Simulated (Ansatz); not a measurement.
# Abstraction of H: CH3N + SiF3 → CH2N + SiHF3

Species: CH3N (methanimine) `C=N`, singlet; SiF3 (trifluorosilyl) `F[Si](F)F`, doublet; CH2N `C=[N]`, doublet; SiHF3 `F[SiH](F)F`, singlet. A radical takes H: the energy is the difference in strength between the N–H bond broken and the Si–H bond made.

Shapes, held fixed at every level: PBE0-D4/def2-TZVP. Programs: Ansatz 0.2.0. The zero-point and thermal change to 298 K, harmonic and unscaled (PBE0-D4/def2-TZVP), is -13.6 kJ/mol.

```
                level                    kind  ΔH(298 K) (kJ/mol)
          HF/def2-SVP            Hartree–Fock              -106.2
        HF/def2-TZVPP            Hartree–Fock              -101.1
    PBE-D4/def2-TZVPP                     GGA               -35.5
  B3LYP-D4/def2-TZVPP           global hybrid               -55.2
r2SCAN0-D4/def2-TZVPP           global hybrid               -59.0
   wB97M-V/def2-TZVPP  range-separated hybrid               -58.6
   wB97X-V/def2-TZVPP  range-separated hybrid               -60.1
    B2PLYP/def2-TZVPP           double hybrid               -52.6
```

B2PLYP/def2-TZVPP gives ΔH(298 K) = -52.6 kJ/mol; the levels span -106.2 to -35.5. The median of the levels is -58.8. No measured value is set beside it here. Spin contamination: CH2N (⟨S²⟩ up to 0.93). Open shells run unrestricted.

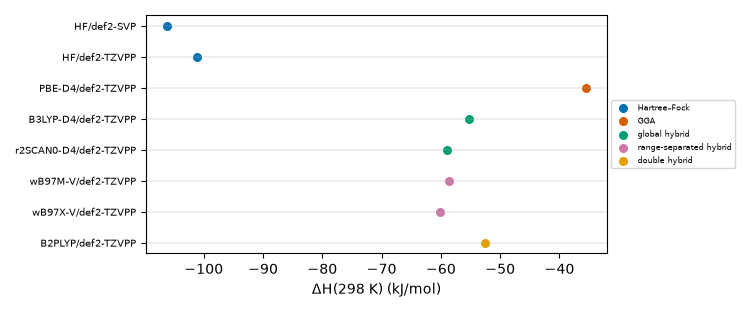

The values of the table, level by level.
